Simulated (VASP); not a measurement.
Band structure of NiSi$_{2}$ (space group Fm-3m). Method: PBE GGA, VASP's PBE PAW potentials (set 64) (plane waves; VASP 6.6.1).

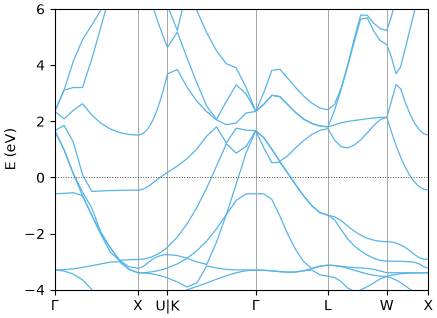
Fig. 1. Bands along high-symmetry lines, zero at the valence-band maximum or, without a gap, the Fermi level

Q: Read the plot: is there a gap, and where are the band edges?

A: It has no gap at this level: it comes out as a metal or semimetal.

The structure is a typed NiSi2 crystal. The cell was not relaxed at this level. The run is not spin-polarised, so no magnetic state was tried.
